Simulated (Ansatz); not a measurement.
# CH6AlFN2Si: two geometries relaxed

Aim: relax the geometries before and after the inversion of the pyramid at N6, and see whether they are two minima and how far apart in energy. SMILES of the start: N=C[SiH](F)[AlH][NH2].

Program: Ansatz 0.2.0. Level of theory: RKS B3LYP-D4/6-31G*. These are calculated values, not measurements.

**1. The starting structure**

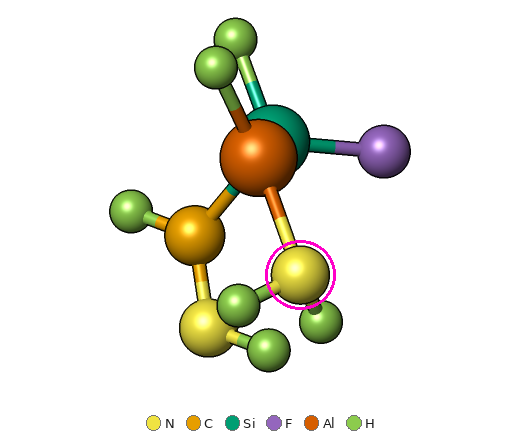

Start, viewed from a free direction; nitrogen yellow, carbon amber, silicon teal, fluorine purple, aluminium orange, hydrogen green. Ringed: N6.

As a file:

```xyz
12

N    -0.1142   -2.2905    0.2095
C     0.3980   -1.5322    1.0998
Si   -0.1170    0.2361    1.3557
F    -1.6569    0.3300    1.7185
Al    0.3775    1.4842   -0.5921
N    -0.4758    1.0569   -2.2258
H    -0.8777   -1.8619   -0.4036
H     1.2160   -1.9461    1.7149
H     0.6917    0.8032    2.5348
H     1.4097    2.7096   -0.4903
H     0.2700    0.7500   -2.8625
H    -1.0443    0.2055   -2.0250
```

**2. End point A**

Contents of input.yaml:

```yaml
crystal:
  periodic: [false, false, false]
  atoms:
    - { symbol: "N", position_ang: [-0.1142, -2.2905, 0.2095] }
    - { symbol: C, position_ang: [0.398, -1.5322, 1.0998] }
    - { symbol: Si, position_ang: [-0.117, 0.2361, 1.3557] }
    - { symbol: F, position_ang: [-1.6569, 0.33, 1.7185] }
    - { symbol: Al, position_ang: [0.3775, 1.4842, -0.5921] }
    - { symbol: "N", position_ang: [-0.4758, 1.0569, -2.2258] }
    - { symbol: H, position_ang: [-0.8777, -1.8619, -0.4036] }
    - { symbol: H, position_ang: [1.216, -1.9461, 1.7149] }
    - { symbol: H, position_ang: [0.6917, 0.8032, 2.5348] }
    - { symbol: H, position_ang: [1.4097, 2.7096, -0.4903] }
    - { symbol: H, position_ang: [0.27, 0.75, -2.8625] }
    - { symbol: H, position_ang: [-1.0443, 0.2055, -2.025] }
basis:
  gaussian: { orbitals: "6-31G*" }
hamiltonian:
  xc: b3lyp
  dispersion: d4
relax:
  f_tol: 0.015
  max_steps: 40
```

On the command line:

```
$ ansatz run input.yaml --threads 2 --pin off --max-ram 3072MiB --backend cpu --events-out ev --progress --plain --runs-dir out
```

Output (excerpt; [...] marks lines left out):

```text
Warning: RAYON_NUM_THREADS=2 ignored (pool sized by the plan → 2); use --threads N
[...]
Functional definition: B3LYP
[...]
1171 factors; integrals over basis functions are off by at most 4.2e-4 eV
[...]
mean field -21306.97741043 eV, -783.0169774453 hartree, gradient 9.7e-6 eV, S^2 0.000000; 0 other end points of the search recorded, 0 dependent functions left out
[...]
reference -21306.97769877 eV, -783.0169880415 hartree; 31, 31 occupied and 79, 79 virtual orbitals, 1171 factors
relax step   1: F+E_penalty+E_count = -21307.41441023 eV  Δ(F+E_penalty+E_count) = +0.000e0 eV  max|allowed force component| = 1.661e0 eV/Å  Δτ_max = 0.0000 Å  (29 SCF iters, accepted)
[...]
relax step   7: F+E_penalty+E_count = -21308.09621882 eV  Δ(F+E_penalty+E_count) = -3.554e-2 eV  max|allowed force component| = 2.272e-1 eV/Å  Δτ_max = 0.1393 Å  (29 SCF iters, accepted)
[...]
relax step  13: F+E_penalty+E_count = -21308.16835923 eV  Δ(F+E_penalty+E_count) = -7.865e-3 eV  max|allowed force component| = 3.658e-1 eV/Å  Δτ_max = 0.1918 Å  (31 SCF iters, accepted)
[...]
relax step  19: F+E_penalty+E_count = -21308.18940442 eV  Δ(F+E_penalty+E_count) = -5.136e-5 eV  max|allowed force component| = 7.548e-2 eV/Å  Δτ_max = 0.0113 Å  (25 SCF iters, accepted)
[...]
relax step  23: F+E_penalty+E_count = -21308.19101635 eV  Δ(F+E_penalty+E_count) = -2.867e-4 eV  max|allowed force component| = 1.050e-1 eV/Å  Δτ_max = 0.0595 Å  (32 SCF iters, accepted)
relax step  24: F+E_penalty+E_count = -21308.19209032 eV  Δ(F+E_penalty+E_count) = -1.074e-3 eV  max|allowed force component| = 1.002e-1 eV/Å  Δτ_max = 0.0600 Å  (31 SCF iters, accepted)
```

**3. More of the same log: end point A relaxed**

Output, continued (excerpt; [...] marks lines left out):

```text
relax step  25: F+E_penalty+E_count = -21308.19363980 eV  Δ(F+E_penalty+E_count) = -1.549e-3 eV  max|allowed force component| = 9.608e-2 eV/Å  Δτ_max = 0.0927 Å  (31 SCF iters, accepted)
[...]
relax step  29: F+E_penalty+E_count = -21308.19672571 eV  Δ(F+E_penalty+E_count) = +3.396e-4 eV  max|allowed force component| = 3.043e-1 eV/Å  Δτ_max = 0.1464 Å  (29 SCF iters, rejected (line search))
[...]
relax step  33: F+E_penalty+E_count = -21308.20246519 eV  Δ(F+E_penalty+E_count) = -6.445e-4 eV  max|allowed force component| = 1.138e-1 eV/Å  Δτ_max = 0.0484 Å  (31 SCF iters, accepted)
[...]
relax step  37: F+E_penalty+E_count = -21308.20463439 eV  Δ(F+E_penalty+E_count) = -1.975e-4 eV  max|allowed force component| = 8.806e-2 eV/Å  Δτ_max = 0.0226 Å  (26 SCF iters, accepted)
[...]
Atom 2 at    -0.252551     0.090415     1.081156 Å, force     0.000182    -0.001248    -0.002541 eV/Å
Atom 3 at    -1.811666    -0.310246     0.792403 Å, force    -0.001721     0.000485    -0.000413 eV/Å
Atom 4 at     0.691766     1.318870    -0.829804 Å, force    -0.007622     0.000727    -0.013031 eV/Å
Atom 5 at    -0.348863     1.510632    -2.259571 Å, force     0.003251    -0.000285     0.006567 eV/Å
Atom 6 at    -1.000917    -2.580635     0.981743 Å, force    -0.005441     0.001192    -0.001120 eV/Å
Atom 7 at     1.644174    -1.638608     1.624295 Å, force     0.006187    -0.001166     0.003270 eV/Å
Atom 8 at    -0.201345     0.828906     2.381180 Å, force    -0.000051     0.001878     0.003221 eV/Å
Atom 9 at     2.167550     1.902369    -0.878316 Å, force    -0.001734    -0.000561     0.000305 eV/Å
Atom 10 at    -0.073444     1.971093    -3.119411 Å, force    -0.001405    -0.001742     0.003546 eV/Å
Atom 11 at    -1.303012     1.176642    -2.329384 Å, force     0.007852     0.001668     0.002569 eV/Å
Dipole moment:    -0.003473     0.535496    -0.353978 e Å
```

Run time: 3.3 min. Hardware: 2 threads of Arm Neoverse V1, shared host; peak memory 0.26 GiB.

The steps of the relaxation, one in 2:

```csv
step,energy from step 1 (eV),largest force component (eV/Å)
1,0.0000,1.6605
3,-0.4431,1.9429
5,-0.6000,0.6802
7,-0.6818,0.2272
9,-0.6977,0.3171
11,-0.7215,0.4964
13,-0.7539,0.3658
15,-0.7696,0.2253
17,-0.7744,0.0576
19,-0.7750,0.0755
21,-0.7757,0.0094
23,-0.7766,0.1050
25,-0.7792,0.0961
27,-0.7812,0.0793
29x,-0.7823,0.3043
31,-0.7856,0.0785
33,-0.7881,0.1138
35,-0.7897,0.0893
37,-0.7902,0.0881
39,-0.7905,0.0305
40,-0.7906,0.0130
```

Step 1 is the start. 2 steps were tried and not accepted (marked x).

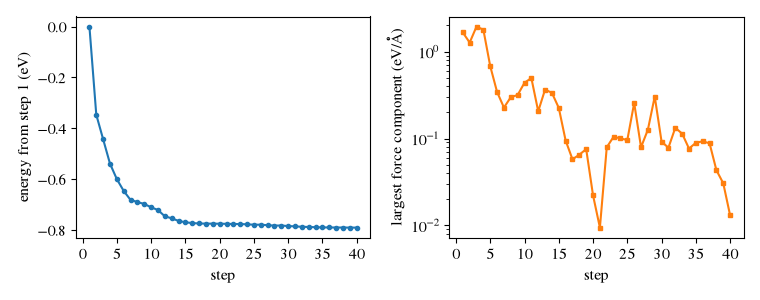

Energy and largest force along the relaxation.

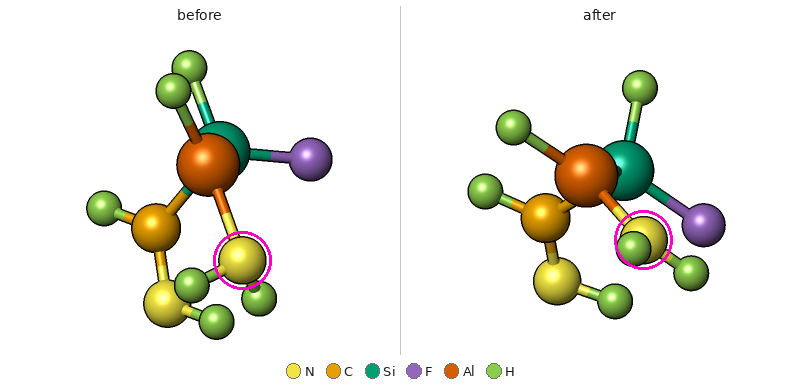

The structure before (left) and after (right), drawn at the same scale.

After: Bond lengths: N1–C2 1.280 Å, C2–Si3 1.902 Å, Si3–F4 1.635 Å, Si3–Al5 2.460 Å, Al5–N6 1.779 Å, N1–H7 1.030 Å, C2–H8 1.100 Å, Si3–H9 1.496 Å, Al5–H10 1.588 Å, N6–H11 1.014 Å, N6–H12 1.013 Å. Angles (14 of 16 angles, heavy atoms first): N1–C2–Si3 124.5°, C2–Si3–F4 103.0°, C2–Si3–Al5 112.8°, F4–Si3–Al5 110.6°, Si3–Al5–N6 117.0°, N1–C2–H8 116.0°, Si3–C2–H8 119.4°, C2–N1–H7 110.0°, C2–Si3–H9 107.3°, F4–Si3–H9 107.9°, Al5–Si3–H9 114.5°, Si3–Al5–H10 124.3°, N6–Al5–H10 118.7°, Al5–N6–H11 124.9°.

**4. Relaxing end B**

The second end starts from a geometry with the move made by hand.

input.yaml, as its differences from that of step 2:

```diff
@@ -13,4 +13,4 @@
     - { symbol: H, position_ang: [1.4097, 2.7096, -0.4903] }
-    - { symbol: H, position_ang: [0.27, 0.75, -2.8625] }
-    - { symbol: H, position_ang: [-1.0443, 0.2055, -2.025] }
+    - { symbol: H, position_ang: [-0.14637, 1.75196, -2.90709] }
+    - { symbol: H, position_ang: [-1.48586, 1.26808, -2.07229] }
 basis:
@@ -23 +23,3 @@
   max_steps: 40
+output:
+  orbitals: {}
```

On the command line:

```
$ ansatz run input.yaml --threads 2 --pin off --max-ram 3072MiB --backend cpu --events-out ev --progress --plain --runs-dir out
```

Output (excerpt; [...] marks lines left out):

```text
Warning: RAYON_NUM_THREADS=2 ignored (pool sized by the plan → 2); use --threads N
[...]
[... 1 set-up line as earlier in the session ...]
[...]
1171 factors; integrals over basis functions are off by at most 4.2e-4 eV
[...]
mean field -21307.01252272 eV, -783.0182677982 hartree, gradient 1.5e-5 eV, S^2 0.000000; 0 other end points of the search recorded, 0 dependent functions left out
[...]
reference -21307.01281322 eV, -783.0182784739 hartree; 31, 31 occupied and 79, 79 virtual orbitals, 1171 factors
relax step   1: F+E_penalty+E_count = -21307.44477056 eV  Δ(F+E_penalty+E_count) = +0.000e0 eV  max|allowed force component| = 1.695e0 eV/Å  Δτ_max = 0.0000 Å  (29 SCF iters, accepted)
[...]
relax step   5: F+E_penalty+E_count = -21307.99920544 eV  Δ(F+E_penalty+E_count) = +1.451e-2 eV  max|allowed force component| = 8.998e-1 eV/Å  Δτ_max = 0.2000 Å  (30 SCF iters, rejected (line search))
[...]
relax step   9: F+E_penalty+E_count = -21308.11105422 eV  Δ(F+E_penalty+E_count) = -5.596e-3 eV  max|allowed force component| = 3.506e-1 eV/Å  Δτ_max = 0.1670 Å  (30 SCF iters, accepted)
[...]
relax step  13: F+E_penalty+E_count = -21308.18448318 eV  Δ(F+E_penalty+E_count) = -1.436e-2 eV  max|allowed force component| = 2.053e-1 eV/Å  Δτ_max = 0.1950 Å  (29 SCF iters, accepted)
[...]
relax step  16: F+E_penalty+E_count = -21308.19838334 eV  Δ(F+E_penalty+E_count) = -4.009e-3 eV  max|allowed force component| = 1.175e-1 eV/Å  Δτ_max = 0.0978 Å  (30 SCF iters, accepted)
[...]
relax step  17: F+E_penalty+E_count = -21308.19987646 eV  Δ(F+E_penalty+E_count) = -1.493e-3 eV  max|allowed force component| = 2.670e-1 eV/Å  Δτ_max = 0.1124 Å  (30 SCF iters, accepted)
[...]
1171 factors; integrals over basis functions are off by at most 5.2e-4 eV
```

**5. The log goes on: end point B relaxed**

The log, continued (excerpt; [...] marks lines left out):

```text
mean field -21307.78195577 eV, -783.0465439411 hartree, gradient 1.5e-5 eV, S^2 0.000000; 0 other end points of the search recorded, 0 dependent functions left out
[...]
reference -21307.78224706 eV, -783.0465546457 hartree; 31, 31 occupied and 79, 79 virtual orbitals, 1171 factors
relax step  18: F+E_penalty+E_count = -21308.20129888 eV  Δ(F+E_penalty+E_count) = -1.422e-3 eV  max|allowed force component| = 1.665e-1 eV/Å  Δτ_max = 0.0141 Å  (26 SCF iters, accepted)
[...]
relax step  21: F+E_penalty+E_count = -21308.20344591 eV  Δ(F+E_penalty+E_count) = -3.856e-4 eV  max|allowed force component| = 7.188e-2 eV/Å  Δτ_max = 0.0760 Å  (31 SCF iters, accepted)
[...]
relax step  24: F+E_penalty+E_count = -21308.20459189 eV  Δ(F+E_penalty+E_count) = -3.010e-4 eV  max|allowed force component| = 2.666e-2 eV/Å  Δτ_max = 0.0551 Å  (31 SCF iters, accepted)
[...]
Atom 2 at    -0.237107     0.152728     1.093599 Å, force    -0.007680    -0.003046    -0.002643 eV/Å
Atom 3 at    -1.821366    -0.200709     0.891523 Å, force     0.006282     0.002308     0.000833 eV/Å
Atom 4 at     0.576719     1.559009    -0.753860 Å, force    -0.002722    -0.002467     0.001680 eV/Å
Atom 5 at    -0.569344     1.915192    -2.065843 Å, force    -0.007164    -0.001909    -0.003146 eV/Å
Atom 6 at    -1.039163    -2.486503     0.784179 Å, force     0.004043    -0.001021     0.001066 eV/Å
Atom 7 at     1.663734    -1.642355     1.313134 Å, force     0.001244     0.000746     0.000523 eV/Å
Atom 8 at    -0.070535     0.756226     2.452445 Å, force    -0.000646     0.000624     0.001949 eV/Å
Atom 9 at     2.056174     2.123949    -0.862519 Å, force     0.002740     0.000913    -0.000051 eV/Å
Atom 10 at    -0.350648     2.459206    -2.892461 Å, force    -0.003464    -0.000216    -0.000698 eV/Å
Atom 11 at    -1.533256     1.603698    -2.094255 Å, force     0.012087     0.003121     0.003068 eV/Å
Dipole moment:    -0.021276     0.569717    -0.298088 e Å
```

It took 2.4 min on 2 threads of Arm Neoverse V1, shared host; peak memory 0.26 GiB.

Relaxation path:

```csv
step,energy from step 1 (eV),largest force component (eV/Å)
1,0.0000,1.6951
2,-0.3192,1.7259
3,-0.4300,2.4522
4,-0.5689,0.9195
5x,-0.5544,0.8998
6,-0.6495,0.1679
7,-0.6556,0.1061
8,-0.6607,0.1144
9,-0.6663,0.3506
10,-0.6757,0.4565
11,-0.6859,0.6767
12,-0.7254,0.4108
13,-0.7397,0.2053
14x,-0.7372,0.5371
15,-0.7496,0.0771
16,-0.7536,0.1175
17,-0.7551,0.2670
18,-0.7565,0.1665
19,-0.7577,0.0628
20,-0.7583,0.0261
21,-0.7587,0.0719
22,-0.7591,0.0569
23,-0.7595,0.0244
24,-0.7598,0.0267
25,-0.7600,0.0298
26,-0.7601,0.0546
27,-0.7601,0.0302
28,-0.7602,0.0180
29,-0.7602,0.0121
```

Step 1 is the start. 2 steps were tried and not accepted (marked x).

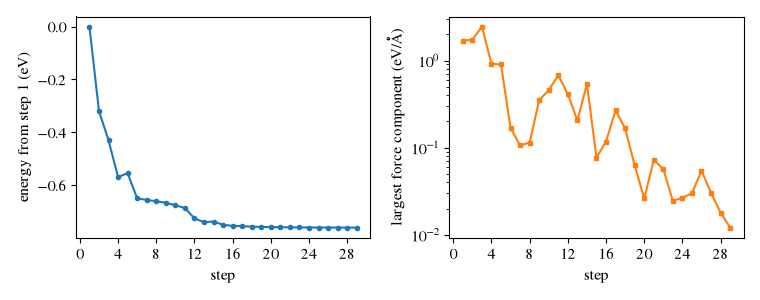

How energy and force went from step to step.

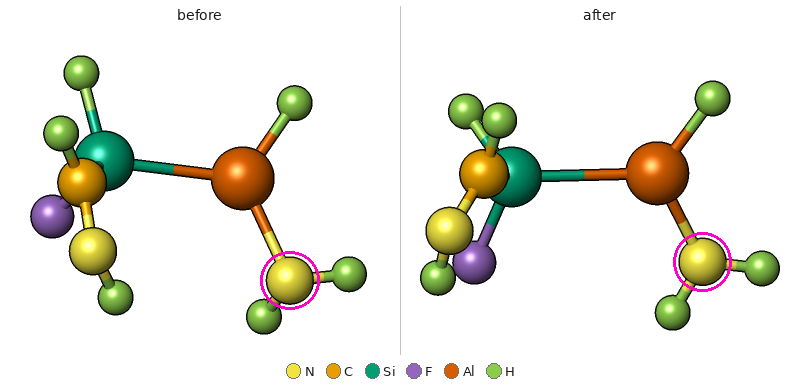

Before and after, at one scale.

After: Bond lengths: N1–C2 1.280 Å, C2–Si3 1.902 Å, Si3–F4 1.636 Å, Si3–Al5 2.460 Å, Al5–N6 1.778 Å, N1–H7 1.030 Å, C2–H8 1.100 Å, Si3–H9 1.496 Å, Al5–H10 1.587 Å, N6–H11 1.013 Å, N6–H12 1.013 Å. Angles (14 of 16 angles, heavy atoms first): N1–C2–Si3 124.5°, C2–Si3–F4 103.0°, C2–Si3–Al5 112.9°, F4–Si3–Al5 110.6°, Si3–Al5–N6 117.1°, N1–C2–H8 116.0°, Si3–C2–H8 119.4°, C2–N1–H7 110.0°, C2–Si3–H9 107.3°, F4–Si3–H9 107.9°, Al5–Si3–H9 114.5°, Si3–Al5–H10 124.3°, N6–Al5–H10 118.6°, Al5–N6–H11 124.8°.

**6. What came out**

| quantity | value |
| --- | --- |
| end A | 37 moves, 0.791 eV lower |
| end B | 26 moves, 0.760 eV lower |
| largest difference between the ends | 0.01 Å |
| end B relative to end A | +0.000 eV |

In words: The two relaxations end at one structure, within 0.01 Å: no second minimum was found from this start, which doesn't rule one out.
